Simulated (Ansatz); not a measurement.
# C3H5FO: ladder of methods at one geometry

How do the methods compare on C3H5FO, in result and in cost? The task is a ladder of methods at one geometry, for C3H5FO.

Computed with Ansatz 0.2.0 through its Python package. The levels of theory stand in the script.

### Step 1. The system

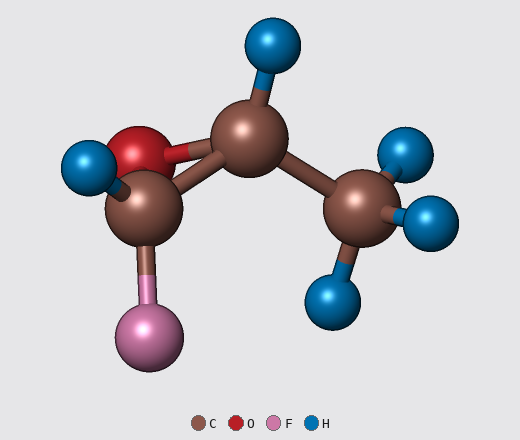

The starting structure, viewed from a chosen angle; carbon brown, oxygen red, fluorine pink, hydrogen blue.

The script holds or builds the structure itself.

### Step 2. Script

methods_c3h5fo.py reads:

```python
from pathlib import Path
import argparse

import ansatz as az
import numpy as np
from rdkit import Chem
from rdkit.Chem import AllChem

parser = argparse.ArgumentParser(description="One geometry of C3H5FO, method by method.")
parser.add_argument("--basis-set", required=True, help="Gaussian basis set")
args = parser.parse_args()

rd = Chem.AddHs(Chem.MolFromSmiles("CC1OC1F"))
AllChem.EmbedMolecule(rd, randomSeed=561)
AllChem.UFFOptimizeMolecule(rd)
mol = az.Crystal.molecule()
for atom, xyz in zip(rd.GetAtoms(), rd.GetConformer().GetPositions()):
    mol = mol.atom(atom.GetSymbol(), xyz.round(5).tolist())

setup = mol.calculation().basis(gaussian=args.basis_set)

print("functional    E (Ha)        dipole (D)   HOMO (eV)  LUMO (eV)")
for name in ["lda", "revpbe", "pbe", "blyp", "r2scan0", "b3lyp"]:
    summary = setup.functional(name).forces().orbitals().run(threads=1, runs_dir="runs").report
    lines = Path(summary["orbitals_path"]).read_text().splitlines()
    field_of = lambda key: [line.split("=")[1].strip() for line in lines if line.startswith(key)]
    orbitals = [(27.211386 * float(e), s, float(n)) for e, s, n in zip(field_of("Ene="), field_of("Spin="), field_of("Occup="))]
    homo = max(e for e, _, n in orbitals if n > 0.5)
    lumo = min(e for e, _, n in orbitals if n < 0.5)
    dipole = 4.803205 * np.linalg.norm(summary["charge_distribution"]["dipole_moment_e_ang"])
    print(f"{name:10s} {summary['free_energy_ev'] / 27.211386246:14.6f} {dipole:9.3f} {homo:11.3f} {lumo:10.3f}")
```

### Step 3. The input behind the calls

The engine receives this input (first run):

```yaml
crystal:
  periodic: [false, false, false]
  atoms:
    - { symbol: C, position_ang: [1.22687, 0.0439, -0.16902] }
    - { symbol: C, position_ang: [-0.15435, -0.59346, -0.03983] }
    - { symbol: O, position_ang: [-1.06099, -0.07794, -0.98731] }
    - { symbol: C, position_ang: [-1.27983, 0.28385, 0.35783] }
    - { symbol: F, position_ang: [-0.98541, 1.62029, 0.56423] }
    - { symbol: H, position_ang: [1.86579, -0.60071, -0.80759] }
    - { symbol: H, position_ang: [1.18003, 1.05518, -0.62791] }
    - { symbol: H, position_ang: [1.69058, 0.12151, 0.83624] }
    - { symbol: H, position_ang: [-0.27251, -1.68686, 0.11108] }
    - { symbol: H, position_ang: [-2.21019, -0.16576, 0.76227] }
basis:
  gaussian:
    orbitals: cc-pVDZ
hamiltonian:
  xc: lda
output:
  orbitals: {}
  forces: true
```

### Step 4. Running it

Launch:

```sh
$ python methods_c3h5fo.py --basis-set cc-pVDZ
```

What it wrote:

```text
functional    E (Ha)        dipole (D)   HOMO (eV)  LUMO (eV)
lda           -290.084346     1.898      -6.363      1.089
revpbe        -292.270354     1.822      -6.205      1.253
pbe           -292.029864     1.837      -6.246      1.205
blyp          -292.267556     1.840      -6.106      1.183
r2scan0       -292.174398     2.164      -8.249      2.575
b3lyp         -292.353794     2.036      -7.669      1.737
```

It took 21 s on 1 thread of Arm Neoverse V2, shared host; peak memory 0.31 GiB.

### Step 5. Inputs of later runs

The engine's inputs for some of the other runs:

Run 2, against run 1:

```diff
@@ -18 +18 @@
-  xc: lda
+  xc: revpbe
```

Run 4, against run 1:

```diff
@@ -18 +18 @@
-  xc: lda
+  xc: blyp
```

Run 6, against run 1:

```diff
@@ -18 +18 @@
-  xc: lda
+  xc: b3lyp
```

### Step 6. What each run gave

The 6 runs, in the order started:

```
run  functional  energy (eV)  SCF cycles  CPU time (s)
  1         lda   -7893.5972          19           1.7
  2      revpbe   -7953.0815          17           2.6
  3         pbe   -7946.5374          19           2.8
  4        blyp   -7953.0053          19           3.1
  5     r2scan0   -7950.4704          18           6.7
  6       b3lyp   -7955.3520          18           3.8
```

Totals hang on method, basis and potentials, so only like runs compare.

The fields below are those of run 1.

### Step 7. The molecule's orbitals and density

The fields below are evaluated on a grid from the run's orbitals.

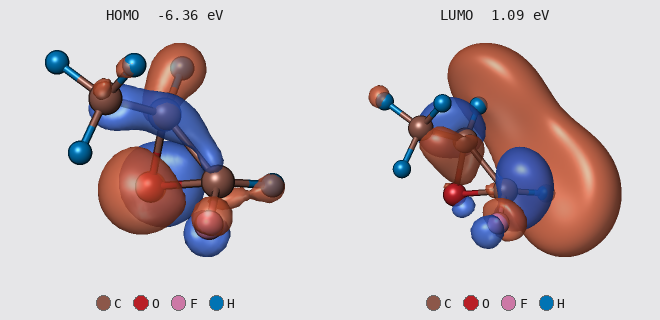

LDA/cc-pVDZ orbitals near the gap, drawn at the value that encloses 70 % of each; the two colours are the two signs.

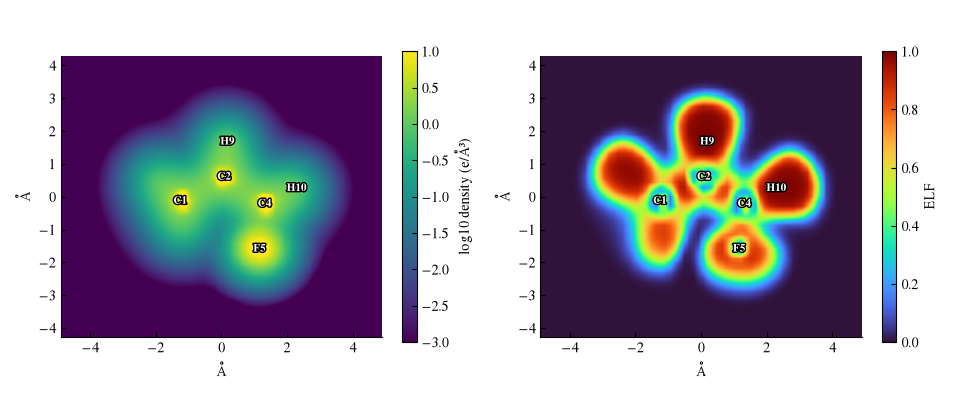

Density (left) and ELF (right) in a plane through or near 6 of the atoms.

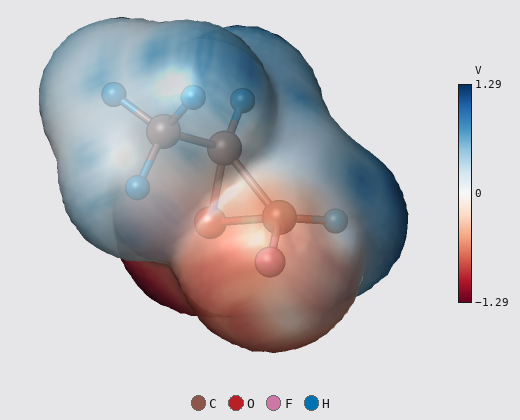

The potential that a unit positive charge feels on the 0.002 e/bohr³ surface, from -1.22 V near O3 to 1.29 V near H10.

### Step 8. What came out

| quantity | value |
| --- | --- |
| runs compared | 6 |
| HOMO-LUMO gap of the mean field (LDA/cc-pVDZ) | 7.45 eV |

**Reading.** All 6 runs converged, in 17 to 19 cycles. Caveats:
- The geometry is a force-field or estimated start, not a minimum of this method, and the basis set is short of its limit. A lower total doesn't mark the better method: functionals have no common bound, and MP2 and coupled cluster aren't variational.
- b3lyp holds the VWN-RPA fit, as in Gaussian; the form of ORCA and Turbomole is b3lyp5.
- Levels such as HOMO and LUMO are orbital energies: with these approximate functionals they aren't the ionisation energy and electron affinity, and their gap isn't the fundamental gap.
